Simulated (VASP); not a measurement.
Band structure of CsPbCl₃ (cubic perovskite). These are r2SCAN+rVV10, VASP's PBE PAW potentials (set 64) (plane waves; VASP) values and carry that method's errors.

Unless said otherwise, spin-orbit coupling is left out, though it shifts the bands of the heavy elements here.

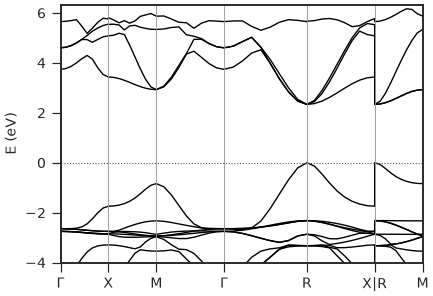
Figure: Bands along high-symmetry lines, zero at the valence-band maximum or, without a gap, the Fermi level

Question: Read the plot: is there a gap, and where are the band edges?

Answer: The gap is direct, 2.34 eV, from the valence maximum at R to the conduction minimum at R.

The compound is CsPbCl3 in the cubic perovskite structure, the ideal cubic form; the compound distorts at low or room temperature. It was relaxed first.
